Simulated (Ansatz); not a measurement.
# H3NO (hydroxylamine) at CCSDTQ/STO-3G

What is the energy change on altering one bond length of H3NO (hydroxylamine) at CCSDTQ/STO-3G? 

Program for the calculation: Ansatz 0.2.0.

45 further runs of the same task are left out: 2 that didn't finish, 43 set aside as unsound or not needed.

## 1. The structure to begin with

The species is H3NO (5 atoms), meant as a singlet with charge 0. As SMILES, `NO`. Geometry: relaxed at PBE0-D4/def2-TZVP. This is one conformer, not always the lowest.

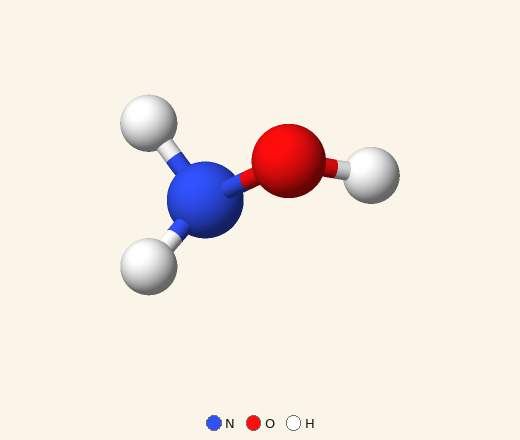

Viewed from a chosen angle; nitrogen blue, oxygen red, hydrogen white.

## 2. The energy at CCSDTQ/STO-3G

The input, job.yaml:

```yaml
crystal:
  periodic: [false, false, false]
  atoms:
    - symbol: "N"
      position_ang: [-0.165120, -0.361290, -0.321170]
    - symbol: O
      position_ang: [0.364460, 0.666040, 0.508060]
    - symbol: H
      position_ang: [-0.162690, -1.190020, 0.266770]
    - symbol: H
      position_ang: [-1.141650, -0.109840, -0.446210]
    - symbol: H
      position_ang: [1.105010, 0.995100, -0.007440]
basis:
  gaussian: {orbitals: STO-3G}
correlation: {method: ccsdtq, frozen_orbitals: {H: 0, "N": 1, O: 1}}
accuracy: high
scf: {omitted_lower_state_checks: [cluster_reference, increment]}
```

Launch:

```bash
$ ansatz run job.yaml --threads 1 --pin off --max-ram 3480MiB --events-out events.jsonl --progress --plain --runs-dir runs
```

Standard output, shortened:

```text
Warning: RAYON_NUM_THREADS=1 ignored (pool sized by the plan → 1); use --threads N
Functional definition: HF
  name "HF"
[...]
209 factors; integrals over basis functions are off by at most 2.3e-8 eV
[...]
mean field -3517.34183443 eV, -129.2599282754 hartree, gradient 2.0e-8 eV, S^2 0.000000; 0 other end points of the search recorded, 0 dependent functions left out
2 core orbitals not correlated: weight in the atoms' cores, before any rotation towards them, 1.000 or more for the frozen orbitals, at most 0.000 for the correlated occupied ones
reference -3517.34183443 eV, -129.2599282754 hartree; 7, 7 occupied and 4, 4 virtual orbitals, 209 factors
second order -2.21078982 eV of doubles, -0.00000000 eV of singles
cycle   1  -2.73633065 eV  change   -5.3e-1 eV  update   5.2e-2
[...]
cycle  21  -3.02200842 eV  change  -2.3e-10 eV  update   1.2e-9
Total energy: -3520.36384285 eV, -129.3709850364 hartree
Checks for a lower state left out: cluster_reference, increment
```

It took 2.7 s on 1 thread of Arm Neoverse V1, shared host; peak memory 0.1 GiB.

## 3. The distorted shape, same level

The input, job.yaml:

```yaml
crystal:
  periodic: [false, false, false]
  atoms:
    - {symbol: "N", position_ang: [0.078980, -0.424144, -0.289914]}
    - {symbol: O, position_ang: [0.608560, 0.603186, 0.539316]}
    - {symbol: H, position_ang: [0.081410, -1.252874, 0.298026]}
    - {symbol: H, position_ang: [-1.141650, -0.109840, -0.446210]}
    - {symbol: H, position_ang: [1.349110, 0.932246, 0.023816]}
basis:
  gaussian: {orbitals: STO-3G}
accuracy: high
correlation: {method: ccsdtq, frozen_orbitals: {H: 0, "N": 1, O: 1}}
scf: {omitted_lower_state_checks: [cluster_reference, increment]}
```

Launch:

```bash
$ ansatz run job.yaml --threads 1 --pin off --max-ram 3480MiB --events-out events.jsonl --progress --plain --runs-dir runs
```

Standard output, shortened:

```text
Warning: RAYON_NUM_THREADS=1 ignored (pool sized by the plan → 1); use --threads N
[... 2 set-up lines as earlier in the session ...]
[...]
209 factors; integrals over basis functions are off by at most 2.6e-8 eV
[...]
mean field -3516.39701320 eV, -129.2252067356 hartree, gradient 2.4e-8 eV, S^2 0.000000; 0 other end points of the search recorded, 0 dependent functions left out
2 core orbitals not correlated: weight in the atoms' cores, before any rotation towards them, 1.000 or more for the frozen orbitals, at most 0.000 for the correlated occupied ones
reference -3516.39701320 eV, -129.2252067356 hartree; 7, 7 occupied and 4, 4 virtual orbitals, 209 factors
second order -2.50825563 eV of doubles, -0.00000000 eV of singles
cycle   1  -3.11202719 eV  change   -6.0e-1 eV  update   6.2e-2
[...]
cycle  24  -3.48668042 eV  change  -1.5e-10 eV  update   1.2e-9
Total energy: -3519.88369362 eV, -129.3533398777 hartree
Checks for a lower state left out: cluster_reference, increment
```

Wall time 2.7 s (1 thread of Arm Neoverse V1, shared host); peak memory 0.1 GiB.

## 4. What came out

Level: CCSDTQ/STO-3G, 2 core orbitals frozen.

| quantity | value |
| --- | --- |
| first shape: total energy | -129.37099 Eh |
| first shape: correlation energy (2 core orbitals frozen) | -111.1 mEh |
| first shape: T1 diagnostic | 0.006 |
| distorted shape: total energy | -129.35334 Eh |
| distorted shape: correlation energy (2 core orbitals frozen) | -128.1 mEh |
| distorted shape: T1 diagnostic | 0.008 |
| energy change with the N1–H4 bond stretched from 1.016 to 1.270 Å | 0.480 eV |

What this shows: With the N1–H4 bond stretched from 1.016 to 1.270 Å the energy rises by 0.48 eV (11.1 kcal/mol). The first shape isn't relaxed at this level, so the change isn't measured from a minimum. The minimal basis adds a large error of its own.
